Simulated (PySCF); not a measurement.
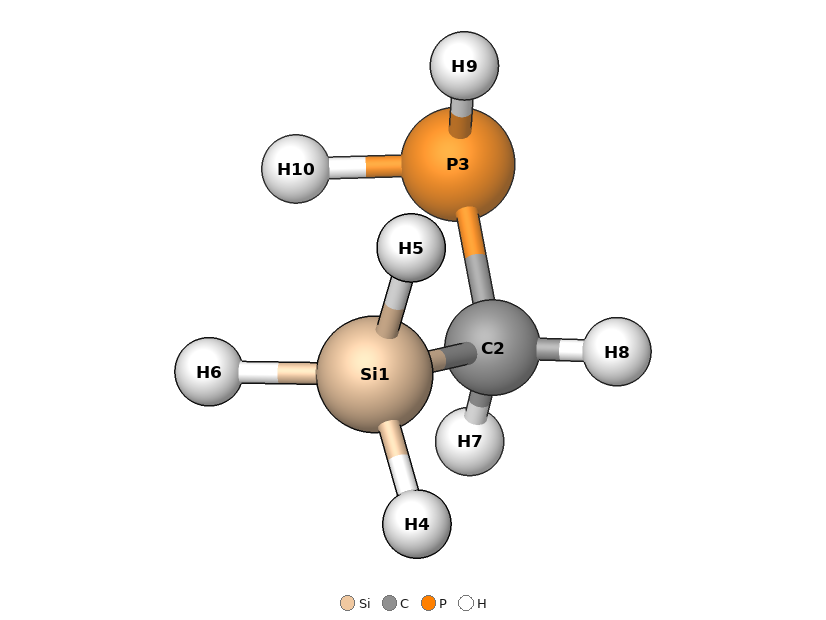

Computed geometry: GFN2-xTB optimisation. No frequency run is at hand to confirm it as a minimum. Method: delta-SCF UKS SCAN, pcX-2 on the ionised atom, pcseg-1 elsewhere, spin-free X2C (PySCF 2.14.0).

Give the core-electron binding energies (to vacuum; p and d levels without spin–orbit splitting) of Si1 1s, Si1 2p, C2 1s, P3 1s, P3 2p.

```
atom  level  binding energy (eV)
 Si1     1s               1846.4
 Si1     2p                106.9
  C2     1s                290.3
  P3     1s               2150.0
  P3     2p                136.7
```

The geometry is semi-empirical. Around P, Si such bond lengths and angles can be off by a tenth of an ångström or more and by several degrees, and values that hang on the shape move with them.
